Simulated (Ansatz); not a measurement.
The compound is NaCoCl3 (cubic perovskite) (Pm-3m).

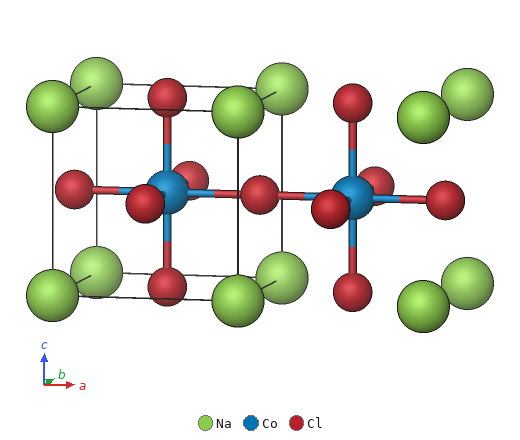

The structure (sodium green, cobalt blue, chlorine red). 2×1×1 cells are drawn. Some periodic images of atoms are drawn too.

The structure was built from a prototype and need not be the compound's stable phase.

Symmetry: Pm-3m, No. 221, cubic system. Conventional cell: a = 4.673 Å, b = 4.673 Å, c = 4.673 Å, α = 90.00°, β = 90.00°, γ = 90.00°. Nearest to Na lie 12 Cl at 3.30 Å. Co has 6 Cl at 2.34 Å nearest. Cl has 2 Co at 2.34 Å and 4 Na at 3.30 Å nearest. Farther neighbours and most contacts between anions are not listed.

```xyz
5
Lattice="0.0000 -4.6726 0.0000 0.0000 0.0000 4.6726 -4.6726 0.0000 0.0000" Properties=species:S:1:pos:R:3 pbc="T T T"
Na    0.0000    0.0000    0.0000
Co   -2.3363   -2.3363    2.3363
Cl    0.0000   -2.3363    2.3363
Cl   -2.3363   -2.3363    0.0000
Cl   -2.3363    0.0000    2.3363
```

The structure was relaxed with PBE. The structure type comes from a generator and need not be one that this composition takes. The structure was generated from a model, not taken from a measurement. The runs that relaxed it are not among those shown. The program's search for lower electronic states was switched off, so nothing shows that the state found is the lowest. PAW set soft_2, made with PBE.

A constrained-RPA run (Ansatz 0.2.0; non-magnetic PBE; Co d, bands v4 to c1, 4×4×4 mesh, medium accuracy) builds 5 functions on bands 3.1 eV wide, with 7.0 electrons in the window. The bare on-site interaction is 19.3 eV and the bare J 0.63 eV.

Question: What U and J survive the screening?

On the Co d shell, U = 4.58 eV (24 % of the bare value), U′ = 3.56 eV, J = 0.51 eV.

The parent state is non-magnetic and the interaction static (zero frequency); U depends on the window and the orbitals, so it belongs to this model alone.

[Paths, hosts, dates, memory and timing lines, banners, echoed tables and standing remarks are left out of the program output.]

[Logs are printed without paths, hosts, clocks, repeated set-up lines and the standing remarks that a program may print on its own settings, such as how far it seeks lower states.]

[Runs of the session that timed out or met a known fault of the program may be left out.]

[Hosts, paths, dates, database ids (printed as entryN), source tags and the programs' standing remarks are cut or masked in the printed files.]
